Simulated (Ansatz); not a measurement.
**Geometry relaxation of ZrN$_{3}$H$_{6}$Cl (part 1 of 2)**

ZrN$_{3}$H$_{6}$Cl, computed with RKS PBE/def2-SVP (Ansatz 0.2.0).

It belongs to a series of runs on one base structure; here: start relaxed.

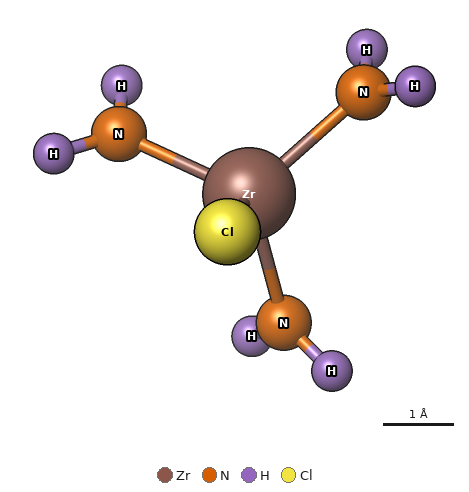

Fig. 1: The starting structure (ball-and-stick view, seen at a tilt). Sticks mark near contacts.

### The input
```yaml
crystal:
  periodic: [false, false, false]
  atoms:
    - { symbol: Zr, position_ang: [0.0, 0.0, 0.0] }
    - { symbol: "N", position_ang: [0.0, 0.0, 2.21] }
    - { symbol: H, position_ang: [-0.877, -0.2713, 2.74] }
    - { symbol: H, position_ang: [0.877, 0.2713, 2.74] }
    - { symbol: "N", position_ang: [2.084, 0.0, -0.7359] }
    - { symbol: H, position_ang: [2.5823, -0.918, -0.9166] }
    - { symbol: H, position_ang: [2.5853, 0.918, -0.9082] }
    - { symbol: "N", position_ang: [-1.0409, 1.8034, -0.7359] }
    - { symbol: H, position_ang: [-2.061, 1.7482, -1.0186] }
    - { symbol: H, position_ang: [-0.5204, 2.7241, -0.8065] }
    - { symbol: Cl, position_ang: [-1.1869, -2.0563, -0.8392] }
basis:
  gaussian: { orbitals: def2-SVP }
hamiltonian:
  xc: pbe
relax:
  f_tol: 0.02
  max_steps: 40
output:
  orbitals: {}
```

Machine: 4 threads of AMD EPYC (Zen 5), 32 GiB of memory available, shared host.

Launch command:
```bash
ansatz run input.yaml --threads 4 --pin off --max-ram 5120MiB --backend cpu --events-out ev --progress --plain --runs-dir out
```

### Log
```
The last accepted step is kept in [file] (removed where the run ends without a failure and the disk answers)
Engine: ansatz 0.2.0, x86_64-unknown-linux-gnu
Functional definition: PBE
  parameter kappa = 0.804
  parameter beta = 0.06672455060314922
  exchange = pbe_x(kappa = kappa, mu = beta*pi^2/3)
  correlation = pbe_c(beta = beta)
1337 factors; their error is unknown
mean field evaluation 1: about -18331.4251 eV, gradient 1.1e2 eV
mean field evaluation 2: about -18014.8237 eV, gradient 3.0e2 eV
mean field evaluation 4: about -18353.5743 eV, gradient 3.6e1 eV
mean field evaluation 8: about -18357.4440 eV, gradient 5.2e-1 eV
mean field evaluation 16: about -18357.3871 eV, gradient 1.6e-3 eV
mean field -18357.38709008 eV, -674.6215324764 hartree, gradient 4.5e-5 eV, S^2 0.000000; 0 other end points of the search recorded, 0 dependent functions left out
the calculation of the forces begins
reference -18357.38718595 eV, -674.6215359998 hartree; 28, 28 occupied and 93, 93 virtual orbitals, 1337 factors
relax step   1: F+E_penalty+E_count = -18357.38709008 eV  Δ(F+E_penalty+E_count) = +0.000e0 eV  max|allowed force component| = 2.133e0 eV/Å  Δτ_max = 0.0000 Å  (30 SCF iters, accepted)
these checks for a lower state are left out or cut short: starts, cluster_reference, orbital_swaps, neighbouring_geometries, increment
1337 factors; their error is unknown
mean field -18358.50987418 eV, -674.6627940313 hartree, gradient 1.4e-5 eV, S^2 0.000000; 0 other end points of the search recorded, 0 dependent functions left out
the calculation of the forces begins
reference -18358.50996891 eV, -674.6627975125 hartree; 28, 28 occupied and 93, 93 virtual orbitals, 1337 factors
relax step   2: F+E_penalty+E_count = -18358.50987418 eV  Δ(F+E_penalty+E_count) = -1.123e0 eV  max|allowed force component| = 7.028e-1 eV/Å  Δτ_max = 0.1955 Å  (36 SCF iters, accepted)
these checks for a lower state are left out or cut short: starts, cluster_reference, orbital_swaps, neighbouring_geometries, increment
1337 factors; their error is unknown
mean field evaluation 32: about -18358.6141 eV, gradient 6.3e-5 eV
mean field -18358.61407703 eV, -674.6666234153 hartree, gradient 1.5e-5 eV, S^2 0.000000; 0 other end points of the search recorded, 0 dependent functions left out
the calculation of the forces begins
reference -18358.61417139 eV, -674.6666268831 hartree; 28, 28 occupied and 93, 93 virtual orbitals, 1337 factors
relax step   3: F+E_penalty+E_count = -18358.61407703 eV  Δ(F+E_penalty+E_count) = -1.042e-1 eV  max|allowed force component| = 8.019e-1 eV/Å  Δτ_max = 0.1948 Å  (35 SCF iters, accepted)
these checks for a lower state are left out or cut short: starts, cluster_reference, orbital_swaps, neighbouring_geometries, increment
1337 factors; their error is unknown
mean field -18358.63833028 eV, -674.6675147058 hartree, gradient 1.4e-5 eV, S^2 0.000000; 0 other end points of the search recorded, 0 dependent functions left out
the calculation of the forces begins
reference -18358.63842480 eV, -674.6675181792 hartree; 28, 28 occupied and 93, 93 virtual orbitals, 1337 factors
relax step   4: F+E_penalty+E_count = -18358.63833028 eV  Δ(F+E_penalty+E_count) = -2.425e-2 eV  max|allowed force component| = 9.731e-1 eV/Å  Δτ_max = 0.1946 Å  (36 SCF iters, accepted)
these checks for a lower state are left out or cut short: starts, cluster_reference, orbital_swaps, neighbouring_geometries, increment
1337 factors; their error is unknown
mean field -18358.70318421 eV, -674.6698980436 hartree, gradient 1.4e-5 eV, S^2 0.000000; 0 other end points of the search recorded, 0 dependent functions left out
the calculation of the forces begins
reference -18358.70327850 eV, -674.6699015088 hartree; 28, 28 occupied and 93, 93 virtual orbitals, 1337 factors
relax step   5: F+E_penalty+E_count = -18358.70318421 eV  Δ(F+E_penalty+E_count) = -6.485e-2 eV  max|allowed force component| = 2.670e-1 eV/Å  Δτ_max = 0.1999 Å  (36 SCF iters, accepted)
these checks for a lower state are left out or cut short: starts, cluster_reference, orbital_swaps, neighbouring_geometries, increment
1337 factors; their error is unknown
mean field -18358.72621171 eV, -674.6707442888 hartree, gradient 1.4e-5 eV, S^2 0.000000; 0 other end points of the search recorded, 0 dependent functions left out
the calculation of the forces begins
reference -18358.72630602 eV, -674.6707477546 hartree; 28, 28 occupied and 93, 93 virtual orbitals, 1337 factors
relax step   6: F+E_penalty+E_count = -18358.72621171 eV  Δ(F+E_penalty+E_count) = -2.303e-2 eV  max|allowed force component| = 2.354e-1 eV/Å  Δτ_max = 0.2000 Å  (35 SCF iters, accepted)
these checks for a lower state are left out or cut short: starts, cluster_reference, orbital_swaps, neighbouring_geometries, increment
1337 factors; their error is unknown
mean field evaluation 64: about -18358.7635 eV, gradient 6.3e-5 eV
mean field -18358.76348457 eV, -674.6721140413 hartree, gradient 1.3e-5 eV, S^2 0.000000; 0 other end points of the search recorded, 0 dependent functions left out
the calculation of the forces begins
reference -18358.76357896 eV, -674.6721175098 hartree; 28, 28 occupied and 93, 93 virtual orbitals, 1337 factors
relax step   7: F+E_penalty+E_count = -18358.76348457 eV  Δ(F+E_penalty+E_count) = -3.727e-2 eV  max|allowed force component| = 1.552e-1 eV/Å  Δτ_max = 0.1998 Å  (36 SCF iters, accepted)
these checks for a lower state are left out or cut short: starts, cluster_reference, orbital_swaps, neighbouring_geometries, increment
1337 factors; their error is unknown
mean field -18358.77473411 eV, -674.6725274541 hartree, gradient 1.4e-5 eV, S^2 0.000000; 0 other end points of the search recorded, 0 dependent functions left out
the calculation of the forces begins
reference -18358.77482879 eV, -674.6725309336 hartree; 28, 28 occupied and 93, 93 virtual orbitals, 1337 factors
relax step   8: F+E_penalty+E_count = -18358.77473411 eV  Δ(F+E_penalty+E_count) = -1.125e-2 eV  max|allowed force component| = 3.531e-1 eV/Å  Δτ_max = 0.2000 Å  (36 SCF iters, accepted)
these checks for a lower state are left out or cut short: starts, cluster_reference, orbital_swaps, neighbouring_geometries, increment
1337 factors; their error is unknown
mean field -18358.79607243 eV, -674.6733116229 hartree, gradient 1.1e-5 eV, S^2 0.000000; 0 other end points of the search recorded, 0 dependent functions left out
the calculation of the forces begins
reference -18358.79616706 eV, -674.6733151004 hartree; 28, 28 occupied and 93, 93 virtual orbitals, 1337 factors
relax step   9: F+E_penalty+E_count = -18358.79607243 eV  Δ(F+E_penalty+E_count) = -2.134e-2 eV  max|allowed force component| = 9.799e-2 eV/Å  Δτ_max = 0.2000 Å  (29 SCF iters, accepted)
these checks for a lower state are left out or cut short: starts, cluster_reference, orbital_swaps, neighbouring_geometries, increment
1337 factors; their error is unknown
mean field -18358.79872957 eV, -674.6734092711 hartree, gradient 1.3e-5 eV, S^2 0.000000; 0 other end points of the search recorded, 0 dependent functions left out
the calculation of the forces begins
reference -18358.79882415 eV, -674.6734127467 hartree; 28, 28 occupied and 93, 93 virtual orbitals, 1337 factors
relax step  10: F+E_penalty+E_count = -18358.79872957 eV  Δ(F+E_penalty+E_count) = -2.657e-3 eV  max|allowed force component| = 3.238e-2 eV/Å  Δτ_max = 0.0535 Å  (29 SCF iters, accepted)
these checks for a lower state are left out or cut short: starts, cluster_reference, orbital_swaps, neighbouring_geometries, increment
1337 factors; their error is unknown
mean field evaluation 96: about -18358.7989 eV, gradient 1.3e-5 eV
mean field -18358.79894401 eV, -674.6734171515 hartree, gradient 1.3e-5 eV, S^2 0.000000; 0 other end points of the search recorded, 0 dependent functions left out
the calculation of the forces begins
reference -18358.79903855 eV, -674.6734206258 hartree; 28, 28 occupied and 93, 93 virtual orbitals, 1337 factors
relax step  11: F+E_penalty+E_count = -18358.79894401 eV  Δ(F+E_penalty+E_count) = -2.144e-4 eV  max|allowed force component| = 9.166e-3 eV/Å  Δτ_max = 0.0197 Å  (31 SCF iters, accepted)
```

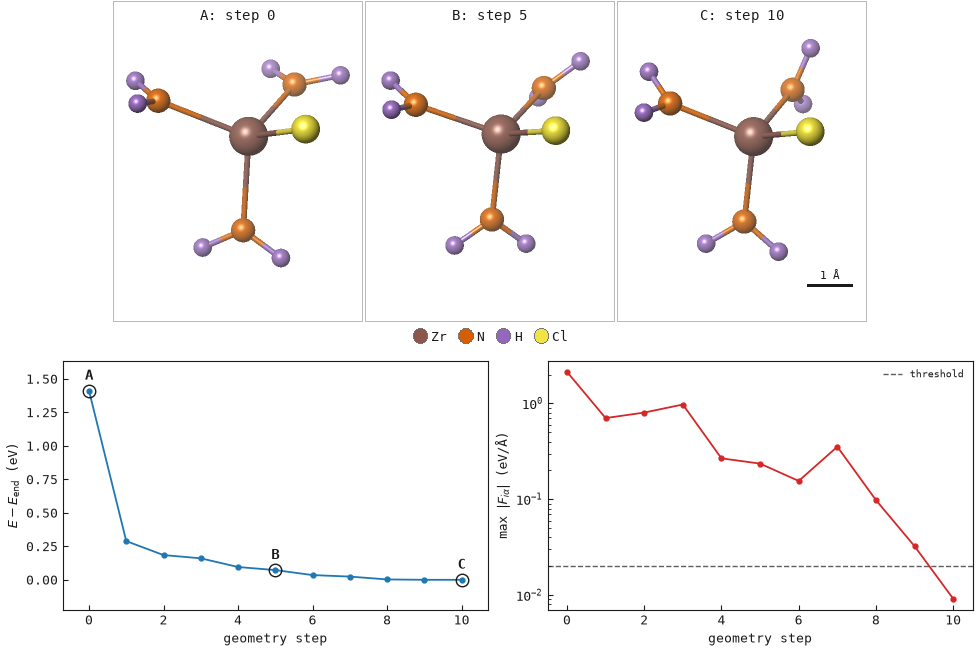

Fig. 2: Frames of the relaxation (ball-and-stick view, seen at a tilt) above the curves, on which the letters mark them (the first geometry is step 0 here and step 1 in the log).

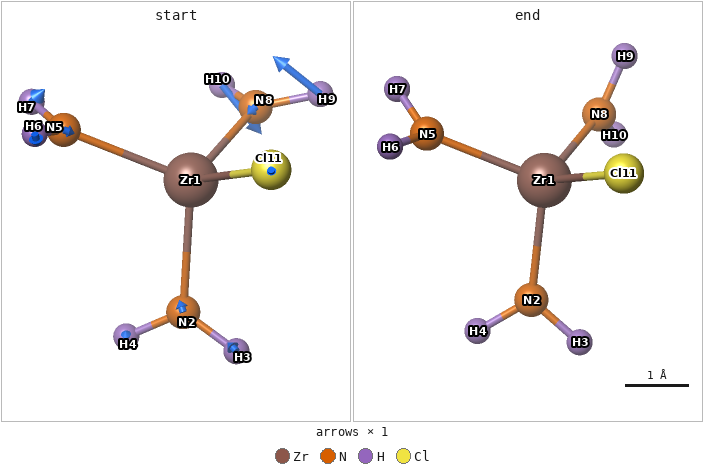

Fig. 3: Before (left) and after (right) the relaxation, at one scale (ball-and-stick view, seen at a tilt). The blue arrows give the displacements, at true length. The atom that moves furthest after the best rigid fit is H10 (1.02 Å). Largest moves by element: H 1.02 Å, N 0.21 Å, Cl 0.12 Å, Zr 0.03 Å. Among the contacts that change: Zr1–N2 2.210 → 2.039 Å, Zr1–Cl11 2.518 → 2.410 Å, N2–H3 1.060 → 1.029 Å. Among the angles that change: H9–N8–H10 120.0° → 108.0°, Zr1–N5–H7 120.0° → 128.5°, Zr1–N8–H10 120.0° → 128.2°. The energy falls by 1.412 eV in 10 geometry steps. Largest force component: 2.1 eV/Å at the start, 0.0092 eV/Å at the end. (Atoms are counted from 1 in the order of the input.)

```
1337 factors; their error is unknown
mean field -18358.79894401 eV, -674.6734171515 hartree, gradient 1.5e-5 eV, S^2 0.000000; 1 other end points of the search recorded, 0 dependent functions left out
the calculation of the forces begins
reference -18358.79903855 eV, -674.6734206258 hartree; 28, 28 occupied and 93, 93 virtual orbitals, 1337 factors
Total energy: -18358.79903855 eV, -674.6734206258 hartree
Atom 0 at    -0.022562    -0.019617     0.003876 Å, force     0.006138     0.009166     0.003757 eV/Å
Atom 1 at     0.085125     0.093323     2.036606 Å, force    -0.004660    -0.002059    -0.004787 eV/Å
Atom 2 at    -0.714439    -0.100507     2.654466 Å, force     0.001338    -0.001258     0.001512 eV/Å
Atom 3 at     0.916949     0.215609     2.624765 Å, force    -0.000223     0.000636    -0.000272 eV/Å
Atom 4 at     1.895213     0.015945    -0.687066 Å, force    -0.004204    -0.002519     0.000002 eV/Å
Atom 5 at     2.507641    -0.810872    -0.686437 Å, force     0.000847     0.000301    -0.000602 eV/Å
Atom 6 at     2.377804     0.765919    -1.194496 Å, force    -0.002021     0.001428     0.000184 eV/Å
Atom 7 at    -0.914333     1.700283    -0.631951 Å, force     0.001296    -0.007564     0.001365 eV/Å
Atom 8 at    -1.278524     1.828973    -1.585564 Å, force     0.000304     0.000942     0.000819 eV/Å
Atom 9 at    -1.198849     2.512062    -0.072482 Å, force     0.001713     0.000735    -0.002349 eV/Å
Atom 10 at    -1.211626    -1.981718    -0.732617 Å, force    -0.000530     0.000193     0.000370 eV/Å
Dipole moment:     0.306404     0.506382     0.191028 e Å
```
